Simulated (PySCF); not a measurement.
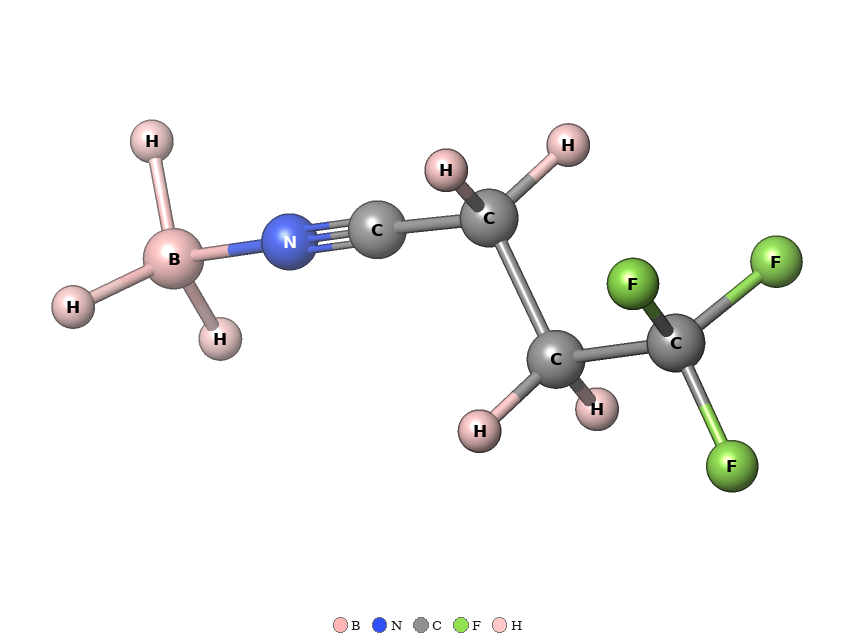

Orthographic view. Atoms fade into the background with distance from the viewer. The geometry was computed by an optimisation with PBE0-D3(BJ)/def2-SVP. No frequency run is at hand to confirm it as a minimum.

> Give the standard InChI.

InChI=1S/C4H7BF3N/c5-9-3-1-2-4(6,7)8/h1-2H2,5H3
